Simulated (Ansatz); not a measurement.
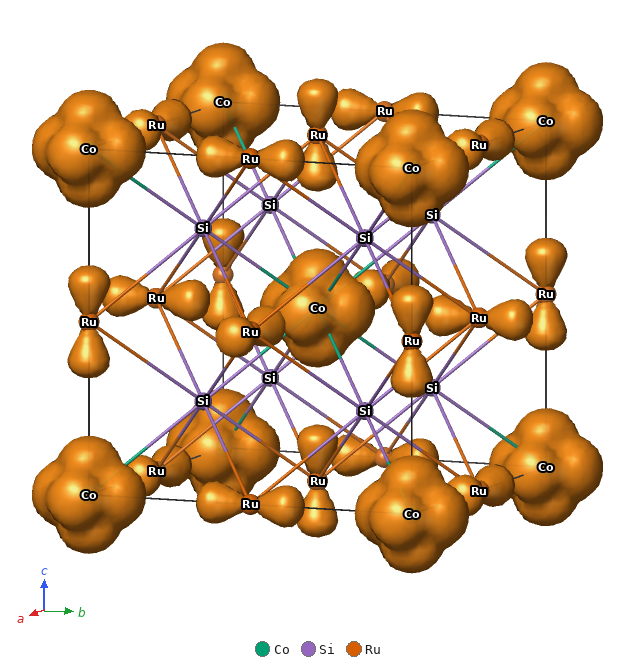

Figure. CoSi₄Ru₃. Isosurface of the magnetisation density (up minus down) at +0.03 e/Å³ (orange), seen slightly off an axis. Sticks mark near contacts.

Space group Im-3m; a structure generated by program, which may or may not match a known phase; changed on purpose from its base cell (volume × 1.06); computed pressure about −12 GPa in this cell; spin-polarised.

All numbers below come from DFT PBE, scalar-relativistic, plane waves, PAW (Ansatz 0.2.0).

The density is the valence pseudo-density of a PAW calculation; it isn't the true density close to the nuclei.

```
Co Si Ru
1.0
     5.93798    0.00000    0.00000
     0.00000    5.93798    0.00000
     0.00000    0.00000    5.93798
Co Si Ru
2 8 6
Direct
  0.00000 0.00000 0.00000
  0.50000 0.50000 0.50000
  0.25000 0.25000 0.25000
  0.75000 0.75000 0.75000
  0.25000 0.75000 0.25000
  0.75000 0.25000 0.75000
  0.75000 0.25000 0.25000
  0.25000 0.75000 0.75000
  0.25000 0.25000 0.75000
  0.75000 0.75000 0.25000
  0.00000 0.50000 0.00000
  0.50000 0.00000 0.50000
  0.50000 0.00000 0.00000
  0.00000 0.50000 0.50000
  0.00000 0.00000 0.50000
  0.50000 0.50000 0.00000
```

**Where is the spin, and how is it ordered?**

The spin density sits on Co: +0.7 μB (×2) in one cell of 16 atoms: parallel main moments, as they must be, since the calculation's own cell holds one magnetic site. The cell of the calculation (8 atoms) carries 0.8 μB of net spin moment.
